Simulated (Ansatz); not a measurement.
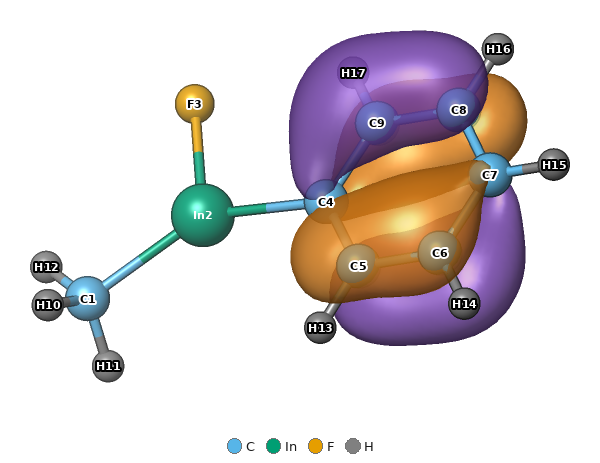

Figure 1: C$_{7}$H$_{8}$FIn. One frontier orbital at ±0.1 Å⁻³ᐟ² (orange and purple are the two phases), seen at a tilt.

Geometry: PBE0-D4/def2-TZVP; core potentials replace the inner electrons of In.

The calculation used Ansatz 0.2.0, RKS PBE0-D4/def2-TZVPP.

```csv
atom,x (Å),y (Å),z (Å)
C,3.1648,-0.9147,-1.9444
In,1.6932,-0.8372,-0.4108
F,2.2308,-1.9972,1.1030
C,-0.1596,-0.0060,0.1852
C,-0.8957,0.8799,-0.6023
C,-2.1041,1.3914,-0.1510
C,-2.5898,1.0223,1.0949
C,-1.8679,0.1425,1.8882
C,-0.6599,-0.3694,1.4366
H,3.6229,0.0660,-2.0789
H,2.7182,-1.2215,-2.8907
H,3.9271,-1.6344,-1.6484
H,-0.5333,1.1817,-1.5803
H,-2.6675,2.0789,-0.7722
H,-3.5339,1.4219,1.4482
H,-2.2469,-0.1464,2.8624
H,-0.0986,-1.0578,2.0602
```

Q: Which orbital is it: HOMO or LUMO?

A: The HOMO, at −7.46 eV. Its weight (Hirshfeld) is mainly on C9 (about 25 %), C6 (about 25 %), C8 (about 15 %) and C5 (about 15 %).
